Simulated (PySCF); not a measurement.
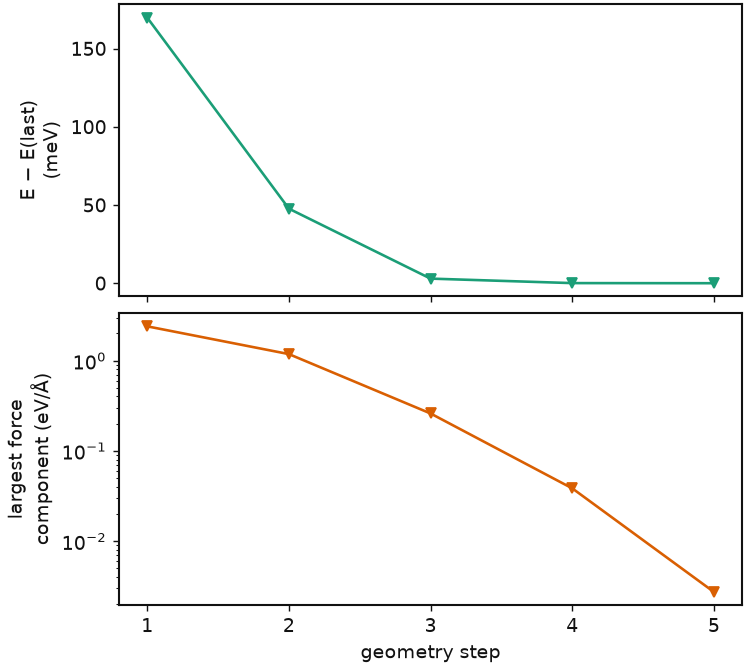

History of a geometry optimisation. CrHCl molecule, multiplicity 3; UKS-based PBE0, Cr def2-TZVP, H def2-TZVP, Cl def2-TZVP; non-relativistic Hamiltonian; density fitting (PySCF 2.14.0). The start has point group C∞v, which is kept. A held symmetry can leave a saddle point.

The optimisation met its thresholds at geometry 5, counting the start as the first. The energy fell by about 170 meV from the first step to the last. The largest force component goes from about 2.4 eV/Å at the start to 2.7 × 10⁻³ eV/Å at the end.
